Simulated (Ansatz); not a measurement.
# GaSiH4OF (SMILES [F][GaH][O][SiH3]): CCSD/6-31G(d) (spherical functions)

What is the energy change on altering one bond length of GaSiH4OF at CCSD/6-31G* (spherical functions)? 

The calculation is run with Ansatz 0.2.0.

130 further runs of the same task are left out: 3 that didn't finish, 127 set aside as unsound or not needed.

### 1 The molecule

The species is GaSiH4OF (8 atoms), meant as a singlet with charge 0. As SMILES, `[F][GaH][O][SiH3]`. Geometry: relaxed at PBE0-D4/def2-TZVP. This is one conformer, not always the lowest.

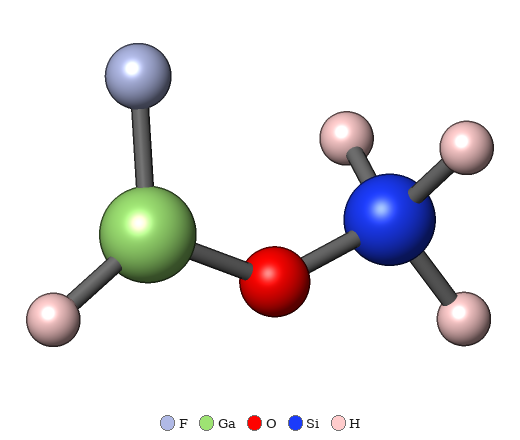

Viewed from a chosen angle; fluorine light blue, gallium green, oxygen red, silicon blue, hydrogen pink.

### 2 A single-point energy at CCSD/6-31G(d) (spherical functions)

The input, in.yaml:

```yaml
crystal:
  periodic: [false, false, false]
  atoms:
    - {symbol: F, position_ang: [0.857100, 1.472000, 1.846200]}
    - {symbol: Ga, position_ang: [1.323900, 1.220200, 0.177500]}
    - {symbol: O, position_ang: [0.322200, 0.024800, -0.644000]}
    - {symbol: Si, position_ang: [-0.952800, -0.945800, -0.299100]}
    - {symbol: H, position_ang: [2.493100, 1.984200, -0.463100]}
    - {symbol: H, position_ang: [-1.287500, -1.717200, -1.523200]}
    - {symbol: H, position_ang: [-0.618600, -1.894300, 0.796900]}
    - {symbol: H, position_ang: [-2.137300, -0.143800, 0.108800]}
basis:
  gaussian:
    orbitals: 6-31G_st_-spherical.json
magnetization:
  spin_polarized: false
correlation:
  method: ccsd
  frozen_orbitals: {F: 1, Ga: 9, H: 0, O: 1, Si: 5}
scf:
  omitted_lower_state_checks: [cluster_reference, increment]
accuracy: high
```

The basis set 6-31G* is read from a file made from the Basis Set Exchange's data (not shown).

On the command line:

```bash
$ ansatz run in.yaml --threads 1 --pin off --max-ram 3480MiB --events-out events.jsonl --progress --plain --runs-dir runs
```

The program printed:

```text
Warning: RAYON_NUM_THREADS=1 ignored (pool sized by the plan → 1); use --threads N
Functional definition: HF
  name "HF"
  exchange = exact_x
  correlation = 0
these checks for a lower state are left out or cut short: cluster_reference, increment
1863 factors; integrals over basis functions are off by at most 4.5e-9 eV
mean field evaluation 1: about -64992.9113 eV, gradient 4.6e1 eV
mean field evaluation 2: about -64993.0209 eV, gradient 4.6e1 eV
mean field evaluation 4: about -64997.3732 eV, gradient 2.9e0 eV
mean field evaluation 8: about -64997.4148 eV, gradient 2.1e-1 eV
mean field evaluation 16: about -64997.4150 eV, gradient 2.3e-8 eV
mean field -64997.41501299 eV, -2388.6109448971 hartree, gradient 2.3e-8 eV, S^2 0.000000; 0 other end points of the search recorded, 0 dependent functions left out
16 core orbitals not correlated: weight in the atoms' cores, before any rotation towards them, 1.000 or more for the frozen orbitals, at most 0.000 for the correlated occupied ones
reference -64997.41501299 eV, -2388.6109448971 hartree; 17, 17 occupied and 53, 53 virtual orbitals, 1863 factors
second order -18.15219121 eV of doubles, -0.00000000 eV of singles
cycle   1  -17.61043578 eV  change    5.4e-1 eV  update   1.2e-1
cycle   2  -18.19886433 eV  change   -5.9e-1 eV  update   3.8e-2
cycle   3  -18.34274658 eV  change   -1.4e-1 eV  update   2.1e-2
cycle   4  -18.32776290 eV  change    1.5e-2 eV  update   4.5e-3
cycle   5  -18.32433357 eV  change    3.4e-3 eV  update   2.2e-3
cycle   6  -18.32543496 eV  change   -1.1e-3 eV  update   6.9e-4
cycle   7  -18.32524876 eV  change    1.9e-4 eV  update   2.4e-4
cycle   8  -18.32512368 eV  change    1.3e-4 eV  update   8.1e-5
cycle   9  -18.32514443 eV  change   -2.1e-5 eV  update   2.6e-5
cycle  10  -18.32516983 eV  change   -2.5e-5 eV  update   8.9e-6
cycle  11  -18.32516478 eV  change    5.0e-6 eV  update   3.3e-6
cycle  12  -18.32516664 eV  change   -1.9e-6 eV  update   1.3e-6
cycle  13  -18.32516734 eV  change   -7.0e-7 eV  update   4.8e-7
cycle  14  -18.32516743 eV  change   -8.9e-8 eV  update   1.9e-7
cycle  15  -18.32516757 eV  change   -1.4e-7 eV  update   7.5e-8
cycle  16  -18.32516763 eV  change   -6.1e-8 eV  update   3.5e-8
cycle  17  -18.32516721 eV  change    4.2e-7 eV  update   1.2e-7
cycle  18  -18.32516720 eV  change    1.0e-8 eV  update   3.0e-8
cycle  19  -18.32516717 eV  change    2.6e-8 eV  update   1.1e-8
cycle  20  -18.32516717 eV  change   2.3e-11 eV  update   3.7e-9
Total energy: -65015.74018016 eV, -2389.2843823694 hartree
Checks for a lower state left out: cluster_reference, increment
```

It took 15 s on 1 thread of Intel Xeon Platinum 8488C (Sapphire Rapids), shared host; peak memory 0.45 GiB.

### 3 The distorted shape, same level

The input, molecule.yaml:

```yaml
crystal:
  periodic: [false, false, false]
  atoms:
    - {symbol: F, position_ang: [1.048378, 1.617611, 1.794457]}
    - {symbol: Ga, position_ang: [1.515178, 1.365811, 0.125757]}
    - {symbol: O, position_ang: [0.513478, 0.170411, -0.695743]}
    - {symbol: Si, position_ang: [-0.952800, -0.945800, -0.299100]}
    - {symbol: H, position_ang: [2.684378, 2.129811, -0.514843]}
    - {symbol: H, position_ang: [-1.287500, -1.717200, -1.523200]}
    - {symbol: H, position_ang: [-0.618600, -1.894300, 0.796900]}
    - {symbol: H, position_ang: [-2.137300, -0.143800, 0.108800]}
basis:
  gaussian:
    orbitals: 6-31G_st_-spherical.json
correlation:
  method: ccsd
  frozen_orbitals: {F: 1, Ga: 9, H: 0, O: 1, Si: 5}
scf:
  omitted_lower_state_checks: [cluster_reference, increment]
accuracy: high
```

The basis set 6-31G* is read from a file made from the Basis Set Exchange's data (not shown).

On the command line:

```bash
$ ansatz run molecule.yaml --threads 1 --pin off --max-ram 3480MiB --events-out events.jsonl --progress --plain --runs-dir runs
```

The program printed:

```text
Warning: RAYON_NUM_THREADS=1 ignored (pool sized by the plan → 1); use --threads N
[... 4 set-up lines as earlier in the session ...]
these checks for a lower state are left out or cut short: cluster_reference, increment
1853 factors; integrals over basis functions are off by at most 7.0e-9 eV
mean field evaluation 1: about -64991.8536 eV, gradient 4.8e1 eV
mean field evaluation 2: about -64991.9577 eV, gradient 4.8e1 eV
mean field evaluation 4: about -64996.6462 eV, gradient 3.6e0 eV
mean field evaluation 8: about -64996.6970 eV, gradient 3.5e-1 eV
mean field evaluation 16: about -64996.6974 eV, gradient 1.7e-8 eV
mean field -64996.69735556 eV, -2388.5845714732 hartree, gradient 1.8e-8 eV, S^2 0.000000; 0 other end points of the search recorded, 0 dependent functions left out
16 core orbitals not correlated: weight in the atoms' cores, before any rotation towards them, 1.000 or more for the frozen orbitals, at most 0.000 for the correlated occupied ones
reference -64996.69735556 eV, -2388.5845714732 hartree; 17, 17 occupied and 53, 53 virtual orbitals, 1853 factors
second order -18.36755593 eV of doubles, -0.00000000 eV of singles
cycle   1  -17.75389170 eV  change    6.1e-1 eV  update   1.3e-1
cycle   2  -18.37387521 eV  change   -6.2e-1 eV  update   4.2e-2
cycle   3  -18.53715278 eV  change   -1.6e-1 eV  update   2.3e-2
cycle   4  -18.51971348 eV  change    1.7e-2 eV  update   5.1e-3
cycle   5  -18.51657860 eV  change    3.1e-3 eV  update   2.5e-3
cycle   6  -18.51798924 eV  change   -1.4e-3 eV  update   8.1e-4
cycle   7  -18.51772830 eV  change    2.6e-4 eV  update   3.1e-4
cycle   8  -18.51758443 eV  change    1.4e-4 eV  update   1.0e-4
cycle   9  -18.51762169 eV  change   -3.7e-5 eV  update   3.8e-5
cycle  10  -18.51765472 eV  change   -3.3e-5 eV  update   1.5e-5
cycle  11  -18.51764476 eV  change    1.0e-5 eV  update   5.6e-6
cycle  12  -18.51764791 eV  change   -3.2e-6 eV  update   2.4e-6
cycle  13  -18.51764936 eV  change   -1.5e-6 eV  update   8.5e-7
cycle  14  -18.51764961 eV  change   -2.5e-7 eV  update   3.7e-7
cycle  15  -18.51765000 eV  change   -3.9e-7 eV  update   1.5e-7
cycle  16  -18.51765009 eV  change   -8.8e-8 eV  update   6.4e-8
cycle  17  -18.51765007 eV  change    1.6e-8 eV  update   3.6e-8
cycle  18  -18.51764957 eV  change    5.0e-7 eV  update   1.3e-7
cycle  19  -18.51764955 eV  change    2.1e-8 eV  update   3.3e-8
cycle  20  -18.51764952 eV  change    3.4e-8 eV  update   1.2e-8
cycle  21  -18.51764951 eV  change    2.8e-9 eV  update   4.6e-9
cycle  22  -18.51764951 eV  change    1.6e-9 eV  update   1.7e-9
Total energy: -65015.21500508 eV, -2389.2650825410 hartree
Checks for a lower state left out: cluster_reference, increment
```

Run time: 15 s. Hardware: 1 thread of Intel Xeon Platinum 8488C (Sapphire Rapids), shared host; peak memory 0.45 GiB.

### 4 What came out

At CCSD/6-31G* (spherical functions), 16 core orbitals frozen:

| quantity | value |
| --- | --- |
| first shape: total energy | -2389.28438 Eh |
| first shape: correlation energy (16 core orbitals frozen) | -673.4 mEh |
| first shape: T1 diagnostic | 0.015 |
| distorted shape: total energy | -2389.26508 Eh |
| distorted shape: correlation energy (16 core orbitals frozen) | -680.5 mEh |
| distorted shape: T1 diagnostic | 0.016 |
| energy change with the O3–Si4 bond stretched from 1.639 to 1.885 Å | 0.525 eV |

**Reading.** With the O3–Si4 bond stretched from 1.639 to 1.885 Å the energy rises by 0.53 eV (12.1 kcal/mol). The first shape isn't relaxed at this level, so the change isn't measured from a minimum.
